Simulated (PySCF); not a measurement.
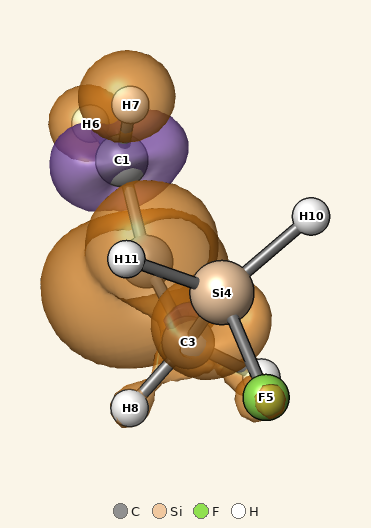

The picture shows: C$_{3}$H$_{6}$FSi (SMILES C=[C]C[SiH2]F) (doublet). Isosurfaces of the spin density (α minus β) at +0.02 (orange) and −0.02 e/Å³ (purple), seen at an oblique angle.

Geometry: GFN2-xTB.

The calculation used UKS B3LYP, pcH-1 on C F H Si, non-relativistic, mean-field spin-orbit, GIAO (PySCF 2.14.0, density-fitted response routines).

```xyz
11

C     1.7840    0.9890   -0.1262
C     1.3393   -0.2248   -0.2033
C     0.1248   -0.9969   -0.1048
Si   -1.4751    0.0109    0.2703
F    -2.6623   -1.0819    0.3262
H     2.8280    1.2292   -0.2619
H     1.1449    1.8529    0.0789
H    -0.0330   -1.5429   -1.0407
H     0.2390   -1.7514    0.6805
H    -1.4515    0.6137    1.5924
H    -1.8328    0.9048   -0.8183
```

Question: Describe the spin distribution.

Answer: The unpaired spin (1 electron) lies mostly on C2 (about 0.7) and C3 (about 0.1), in electrons by Hirshfeld's partition.
